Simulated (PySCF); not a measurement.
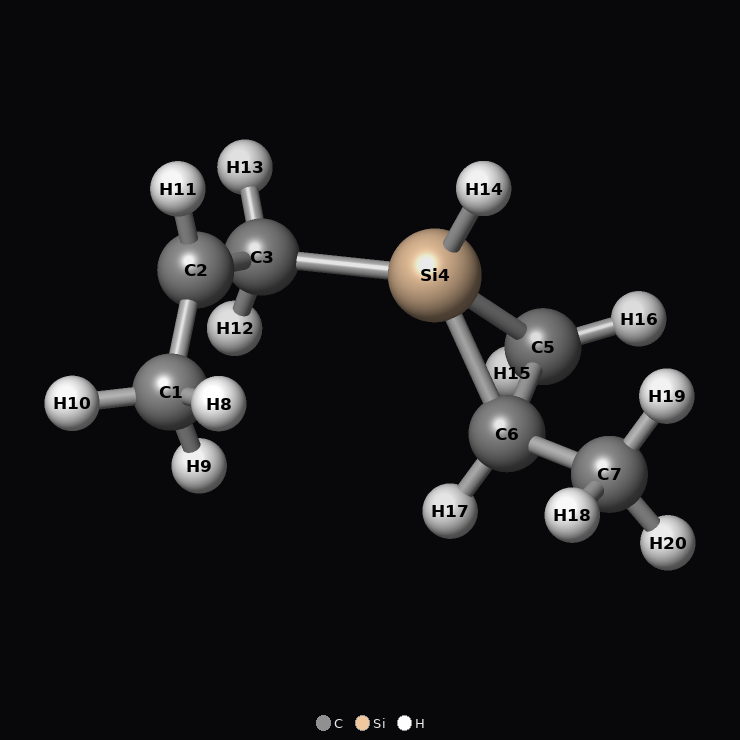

The species is neutral and a spin doublet. The computed structure is the end point of a GFN2-xTB optimisation. No frequency run is at hand to confirm it as a minimum. Method: UKS B3LYP, pcH-1 on C H Si, non-relativistic (PySCF 2.14.0).

Give the isotropic hyperfine couplings (Fermi-contact term alone) of C1, C2, C3, Si4, C5, C6, C7, H8, H9, H10, H11, H12, H13, H14, H15, H16, H17, H18, H19, H20.

| atom | isotope | a_iso (MHz) |
| --- | --- | --- |
| C1 | 13C | −31.8 |
| C2 | 13C | 91.3 |
| C3 | 13C | −31.2 |
| Si4 | 29Si | −181.2 |
| C5 | 13C | 17.3 |
| C6 | 13C | −2.4 |
| C7 | 13C | −0.3 |
| H8 | 1H | 106.1 |
| H9 | 1H | 2.6 |
| H10 | 1H | 102.0 |
| H11 | 1H | −60.1 |
| H12 | 1H | 57.3 |
| H13 | 1H | 33.3 |
| H14 | 1H | −0.8 |
| H15 | 1H | −2.5 |
| H16 | 1H | 2.3 |
| H17 | 1H | 3.8 |
| H18 | 1H | 0.2 |
| H19 | 1H | 0.0 |
| H20 | 1H | −0.2 |

The geometry is semi-empirical. Around Si such bond lengths and angles can be off by a tenth of an ångström or more and by several degrees, and values that hang on the shape move with them.
